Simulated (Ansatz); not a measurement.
# GaAsH₄+ (doublet): from Hartree-Fock to the top rungs, cc-pVTZ

How much of the correlation energy of GaAsH₄+ (doublet) does each wave-function method recover here?

Program: Ansatz 0.2.0, Gaussian basis. Level of theory: cc-pVTZ, core rule «outside noble gas», up to 28 orbitals frozen. These are calculated values, not measurements.

Plan: UHF; CCSD(T) on ROHF; CCSD(T) on UHF; BCCD(T) on ROHF; CCSDT(Q) on ROHF; CCSDT(Q) on UHF.

3 further runs of the same task are left out: 3 set aside as unsound or not needed. Runs told in other sessions of the task aren't counted.

### Step 1. The geometry

The geometry is a PBE0/def2-TZVP stationary point (not a proven minimum) of the parent state, kept for this charge and spin. No spin-orbit coupling is included. The filled d shell of Ga, As may be among the frozen orbitals whatever the setting's name suggests.

6 atoms, charge 1, spin multiplicity 2.

Atoms are counted from 1 here; the program's logs count them from 0.

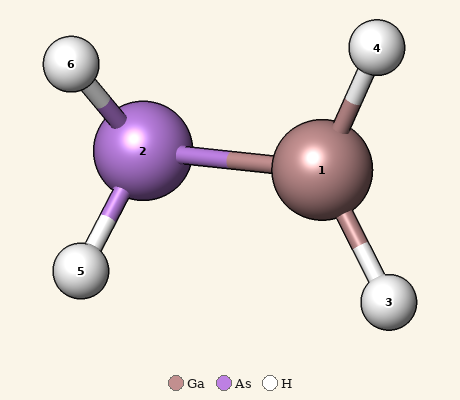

The geometry (gallium pink, arsenic purple, hydrogen white); atoms are numbered from 1 in the order of the file.

In the tables R marks a restricted open-shell determinant and U an unrestricted one; energies count from the table's Hartree-Fock row.

### Step 2. UHF

File in.yaml:

```yaml
crystal:
  periodic: [false, false, false]
  atoms:
    - {symbol: Ga, position_ang: [0.021451, 0.000000, 1.239730]}
    - {symbol: As, position_ang: [-0.046120, 0.000000, -1.173382]}
    - {symbol: H, position_ang: [-0.015430, 1.366773, 2.011769]}
    - {symbol: H, position_ang: [-0.015431, -1.366773, 2.011769]}
    - {symbol: H, position_ang: [0.987590, 1.109951, -1.280580]}
    - {symbol: H, position_ang: [0.987590, -1.109952, -1.280580]}
basis:
  gaussian: {orbitals: cc-pVTZ}
total_charge: 1
magnetization: {spin_polarized: true, initial_magnetization: 1}
hamiltonian: {xc: hf}
output: {orbitals: {seedname: orbitals}}
```

On the command line:

```bash
> ansatz run in.yaml --threads 1 --pin off --events-out ev --progress --plain --max-ram 4096MiB --backend cpu
```

Output:

```text
Functional definition: HF
  name "HF"
  cite "Fock, Z. Phys. 61, 126 (1930) doi:10.1007/BF01340294"
  parent pbe
  exchange = exact_x
  correlation = 0
1185 factors; their error is unknown
mean field evaluation 1: about -113183.4512 eV, gradient 8.9e0 eV
mean field evaluation 2: about -113184.2874 eV, gradient 3.4e0 eV
mean field evaluation 4: about -113184.4489 eV, gradient 5.3e-1 eV
mean field evaluation 8: about -113184.4609 eV, gradient 1.9e-1 eV
mean field evaluation 16: about -113186.9940 eV, gradient 1.5e-5 eV
mean field -113186.99401075 eV, -4159.5453089950 hartree, gradient 1.5e-5 eV, S^2 0.771327; 0 other end points of the search recorded, 0 dependent functions left out
reference -113186.99401075 eV, -4159.5453089950 hartree; 34, 33 occupied and 108, 109 virtual orbitals, 1185 factors
Total energy: -113186.99401075 eV, -4159.5453089950 hartree
```

Wall time 4.4 s (1 thread of AMD EPYC 7R13, shared host); peak memory 0.41 GiB.

From the report: ⟨S²⟩ of the determinant 0.771 (pure doublet: 0.75).

### Step 3. CCSD(T) on ROHF

Changes to in.yaml since step 2:

```diff
@@ -12,4 +12,3 @@
 total_charge: 1
-magnetization: {spin_polarized: true, initial_magnetization: 1}
-hamiltonian: {xc: hf}
-output: {orbitals: {seedname: orbitals}}
+magnetization: {spin_polarized: false, initial_magnetization: 1}
+correlation: {method: ccsd_t, electrons: outside_noble_gas}
```

On the command line:

```bash
> ansatz run in.yaml --threads 2 --pin off --events-out ev --progress --plain --max-ram 24576MiB --backend cuda --devices 0, --max-vram 18GiB
```

Output (excerpt; [...] marks lines left out):

```text
Functional definition: HF
  name "HF"
  cite "Fock, Z. Phys. 61, 126 (1930) doi:10.1007/BF01340294"
  parent pbe
[...]
868 factors; integrals over basis functions are off by at most 1.1e-3 eV
[...]
mean field -113186.85759485 eV, -4159.5402958032 hartree, gradient 3.4e-6 eV, S^2 0.750000; 5 other end points of the search recorded, 0 dependent functions left out
determinant -113186.85759485 eV, -4159.5402958032 hartree, with singles and doubles -113193.47799954 eV, -4159.7835911880 hartree
determinant -113184.80769233 eV, -4159.4649632751 hartree, with singles and doubles -113191.64719306 eV, -4159.7163102908 hartree
determinant -113184.40808854 eV, -4159.4502781065 hartree, with singles and doubles -113191.53735231 eV, -4159.7122737178 hartree
28 core orbitals not correlated: weight in the atoms' cores, before any rotation towards them, 0.998 or more for the frozen orbitals, at most 0.002 for the correlated occupied ones
reference -113186.85759485 eV, -4159.5402958032 hartree; 6, 5 occupied and 108, 109 virtual orbitals, 868 factors
second order -5.32475384 eV of doubles, -0.06997346 eV of singles
cycle   1  -6.44920661 eV  change   -4.4e-1 eV  update   2.2e-2
[...]
cycle  10  -6.46702035 eV  change    4.0e-6 eV  update   1.3e-5
perturbative correction -0.19720204 eV, -0.0072470414 hartree
Total energy: -113193.52181724 eV, -4159.7852014589 hartree
```

Run time: 15 s. Hardware: 1 × H100 (card shared with other runs) with 2 threads of AMD EPYC 7R13, shared host; peak host memory 0.84 GiB.

From the report: correlation -6.6642 eV; T1 0.029; largest double amplitude 0.05.

### Step 4. CCSD(T) on UHF

Changes to in.yaml since step 3:

```diff
@@ -12,3 +12,3 @@
 total_charge: 1
-magnetization: {spin_polarized: false, initial_magnetization: 1}
+magnetization: {spin_polarized: true, initial_magnetization: 1}
 correlation: {method: ccsd_t, electrons: outside_noble_gas}
```

Same command.

Output (excerpt; [...] marks lines left out):

```text
Functional definition: HF
  name "HF"
  cite "Fock, Z. Phys. 61, 126 (1930) doi:10.1007/BF01340294"
  parent pbe
[...]
868 factors; integrals over basis functions are off by at most 1.1e-3 eV
[...]
mean field -113186.99517606 eV, -4159.5453518195 hartree, gradient 2.6e-6 eV, S^2 0.771327; 3 other end points of the search recorded, 0 dependent functions left out
determinant -113186.99517606 eV, -4159.5453518195 hartree, with singles and doubles -113193.48384955 eV, -4159.7838061718 hartree
determinant -113184.98547491 eV, -4159.4714966643 hartree, with singles and doubles -113191.64508169 eV, -4159.7162326995 hartree
determinant -113184.85851304 eV, -4159.4668309018 hartree, with singles and doubles -113191.51577242 eV, -4159.7114806714 hartree
28 core orbitals not correlated: weight in the atoms' cores, before any rotation towards them, 0.998 or more for the frozen orbitals, at most 0.002 for the correlated occupied ones
reference -113186.99517606 eV, -4159.5453518195 hartree; 6, 5 occupied and 108, 109 virtual orbitals, 868 factors
second order -5.25001582 eV of doubles, -0.00000000 eV of singles
cycle   1  -6.32185086 eV  change   -4.3e-1 eV  update   2.2e-2
[...]
cycle  11  -6.33810191 eV  change   -4.9e-6 eV  update   4.7e-6
perturbative correction -0.19230957 eV, -0.0070672464 hartree
Total energy: -113193.52558755 eV, -4159.7853400150 hartree
```

Run time: 10 s. Hardware: 1 × H100 (card shared with other runs) with 2 threads of AMD EPYC 7R13, shared host; peak host memory 0.85 GiB.

From the report: ⟨S²⟩ of the determinant 0.771 (pure doublet: 0.75); correlation -6.5304 eV; T1 0.019; largest double amplitude 0.04.

### Step 5. BCCD(T) on ROHF

Changes to in.yaml since step 4:

```diff
@@ -12,3 +12,3 @@
 total_charge: 1
-magnetization: {spin_polarized: true, initial_magnetization: 1}
-correlation: {method: ccsd_t, electrons: outside_noble_gas}
+magnetization: {spin_polarized: false, initial_magnetization: 1}
+correlation: {method: bccd_t, electrons: outside_noble_gas}
```

The command is unchanged.

Output (excerpt; [...] marks lines left out):

```text
Functional definition: HF
  name "HF"
  cite "Fock, Z. Phys. 61, 126 (1930) doi:10.1007/BF01340294"
  parent pbe
[...]
868 factors; integrals over basis functions are off by at most 1.1e-3 eV
[...]
mean field -113186.85759485 eV, -4159.5402958032 hartree, gradient 3.4e-6 eV, S^2 0.750000; 5 other end points of the search recorded, 0 dependent functions left out
determinant -113186.85759485 eV, -4159.5402958032 hartree, with singles and doubles -113193.47799954 eV, -4159.7835911880 hartree
determinant -113184.80769233 eV, -4159.4649632751 hartree, with singles and doubles -113191.64719306 eV, -4159.7163102908 hartree
determinant -113184.40808854 eV, -4159.4502781065 hartree, with singles and doubles -113191.53735231 eV, -4159.7122737178 hartree
28 core orbitals not correlated: weight in the atoms' cores, before any rotation towards them, 0.998 or more for the frozen orbitals, at most 0.002 for the correlated occupied ones
reference -113186.85759485 eV, -4159.5402958032 hartree; 6, 5 occupied and 108, 109 virtual orbitals, 868 factors
second order -5.32475384 eV of doubles, -0.06997346 eV of singles
cycle   1  -6.45411491 eV  change   -4.4e-1 eV  update   2.4e-2
[...]
cycle  11  -6.46426260 eV  change   -3.5e-6 eV  update   7.8e-6
perturbative correction -0.20065043 eV, -0.0073737673 hartree
Total energy: -113193.52250788 eV, -4159.7852268394 hartree
```

It took 11 s on 1 × H100 (card shared with other runs) with 2 threads of AMD EPYC 7R13, shared host; peak host memory 0.86 GiB.

From the report: correlation -6.6649 eV; largest double amplitude 0.05.

### Step 6. CCSDT(Q) on ROHF

Changes to in.yaml since step 5:

```diff
@@ -13,2 +13,2 @@
 magnetization: {spin_polarized: false, initial_magnetization: 1}
-correlation: {method: bccd_t, electrons: outside_noble_gas}
+correlation: {method: ccsdt_q, electrons: outside_noble_gas}
```

Launched as before.

Output (excerpt; [...] marks lines left out):

```text
Functional definition: HF
  name "HF"
  cite "Fock, Z. Phys. 61, 126 (1930) doi:10.1007/BF01340294"
  parent pbe
[...]
1768 factors; integrals over basis functions are off by at most 1.5e-7 eV
[...]
mean field -113186.85764118 eV, -4159.5402975057 hartree, gradient 1.0e-6 eV, S^2 0.750000; 5 other end points of the search recorded, 0 dependent functions left out
determinant -113186.85764118 eV, -4159.5402975057 hartree, with singles and doubles -113193.47808055 eV, -4159.7835941650 hartree
determinant -113184.80773837 eV, -4159.4649649669 hartree, with singles and doubles -113191.64727512 eV, -4159.7163133065 hartree
determinant -113184.40813547 eV, -4159.4502798311 hartree, with singles and doubles -113191.53743080 eV, -4159.7122766021 hartree
28 core orbitals not correlated: weight in the atoms' cores, before any rotation towards them, 0.998 or more for the frozen orbitals, at most 0.002 for the correlated occupied ones
reference -113186.85764118 eV, -4159.5402975057 hartree; 6, 5 occupied and 108, 109 virtual orbitals, 1768 factors
second order -5.32479579 eV of doubles, -0.06997362 eV of singles
cycle   1  -6.13754218 eV  change   -7.4e-1 eV  update   8.0e-2
[...]
cycle  18  -6.69766841 eV  change   -2.1e-7 eV  update   8.6e-7
perturbative correction -0.00731129 eV, -0.0002686850 hartree
Total energy: -113193.56262088 eV, -4159.7867009650 hartree
```

It took 80 s on 1 × H100 (card shared with other runs) with 2 threads of AMD EPYC 7R13, shared host; peak host memory 1.6 GiB.

From the report: correlation -6.7050 eV; T1 0.031; largest double amplitude 0.05.

### Step 7. CCSDT(Q) on UHF

Changes to in.yaml since step 6:

```diff
@@ -12,3 +12,3 @@
 total_charge: 1
-magnetization: {spin_polarized: false, initial_magnetization: 1}
+magnetization: {spin_polarized: true, initial_magnetization: 1}
 correlation: {method: ccsdt_q, electrons: outside_noble_gas}
```

The command is unchanged.

Output (excerpt; [...] marks lines left out):

```text
Functional definition: HF
  name "HF"
  cite "Fock, Z. Phys. 61, 126 (1930) doi:10.1007/BF01340294"
  parent pbe
[...]
1768 factors; integrals over basis functions are off by at most 1.5e-7 eV
[...]
mean field -113186.99522280 eV, -4159.5453535370 hartree, gradient 2.8e-6 eV, S^2 0.771327; 3 other end points of the search recorded, 0 dependent functions left out
determinant -113186.99522280 eV, -4159.5453535370 hartree, with singles and doubles -113193.48393109 eV, -4159.7838091685 hartree
determinant -113184.98552153 eV, -4159.4714983774 hartree, with singles and doubles -113191.64516187 eV, -4159.7162356460 hartree
determinant -113184.85856278 eV, -4159.4668327297 hartree, with singles and doubles -113191.51584901 eV, -4159.7114834862 hartree
28 core orbitals not correlated: weight in the atoms' cores, before any rotation towards them, 0.998 or more for the frozen orbitals, at most 0.002 for the correlated occupied ones
reference -113186.99522280 eV, -4159.5453535370 hartree; 6, 5 occupied and 108, 109 virtual orbitals, 1768 factors
second order -5.25005693 eV of doubles, -0.00000000 eV of singles
cycle   1  -6.00336895 eV  change   -7.5e-1 eV  update   8.1e-2
[...]
cycle  18  -6.56509730 eV  change    8.2e-8 eV  update   9.7e-7
perturbative correction -0.00738611 eV, -0.0002714344 hartree
Total energy: -113193.56770620 eV, -4159.7868878471 hartree
```

Run time: 60 s. Hardware: 1 × H100 (card shared with other runs) with 2 threads of AMD EPYC 7R13, shared host; peak host memory 1.3 GiB.

From the report: ⟨S²⟩ of the determinant 0.771 (pure doublet: 0.75); correlation -6.5725 eV; T1 0.020; largest double amplitude 0.05.

### Step 8. Misses and costs

The yardstick is UCCSDT(Q), where the cluster series has nearly closed. Rows without a time are mean-field rows or come out of runs for another level: lower rungs of the coupled-cluster runs, or the Hartree-Fock search.

Differences are taken before rounding.

| method | energy from the lowest ROHF (kJ/mol) | from UCCSDT(Q) (kJ/mol) | time |
| --- | --- | --- | --- |
| ROHF | 0.0 | +647.4 |  |
| UHF | -13.3 | +634.2 |  |
| RMP2 | -520.5 | +126.9 |  |
| UMP2 | -519.8 | +127.6 |  |
| RCCSD | -624.0 | +23.5 |  |
| UCCSD | -624.8 | +22.6 |  |
| RCCSD(T) | -643.0 | +4.4 | 15 s |
| UCCSD(T) | -643.4 | +4.1 | 10 s |
| BCCD(T) | -643.1 | +4.4 | 11 s |
| RCCSDT | -646.2 | +1.2 |  |
| UCCSDT | -646.7 | +0.7 |  |
| RCCSDT(Q) | -646.9 | +0.5 | 80 s |
| UCCSDT(Q) | -647.4 | 0 | 60 s |

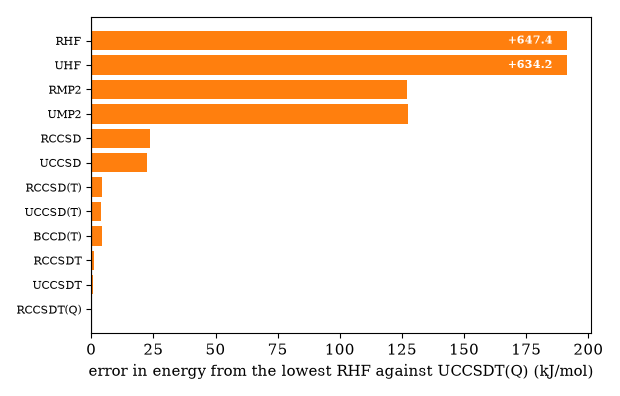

Deviations from UCCSDT(Q), method by method. Bars with a number in them are cut short.

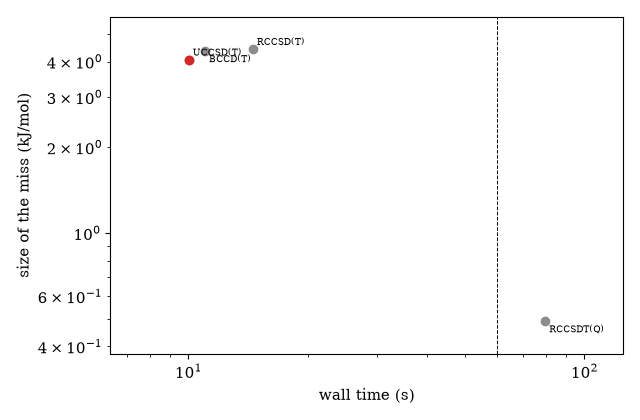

Miss against cost. Red marks the levels that no quicker level drawn beats (of those quicker than the yardstick), and the dashed line is the time of UCCSDT(Q). Times are from a shared host.

### Step 9. Outcome

| quantity | value |
| --- | --- |
| UCCSDT(Q) from the ROHF energy | -6.7101 eV |
| RMP2 from UCCSDT(Q) | +126.9 kJ/mol |
| UMP2 from UCCSDT(Q) | +127.6 kJ/mol |
| RCCSD from UCCSDT(Q) | +23.5 kJ/mol |
| RCCSD(T) from UCCSDT(Q) | +4.4 kJ/mol |
| UCCSD(T) from UCCSDT(Q) | +4.1 kJ/mol |
| RCCSDT(Q) from UCCSDT(Q) | +0.5 kJ/mol |
| levels within 1 kcal/mol (43 meV) | UCCSD(T), RCCSDT, UCCSDT, RCCSDT(Q) |
| T1 diagnostic | 0.029 |

What this shows: RCCSD(T) lands +4.4 kJ/mol from the yardstick (0.7 % of the correlation energy). These misses are within one basis, not against nature; the frozen cores of restricted and unrestricted runs differ, which can shift their rows.

For cost: UCCSD(T) gets within 4.1 kJ/mol in 10 s, where UCCSDT(Q) took 60 s.
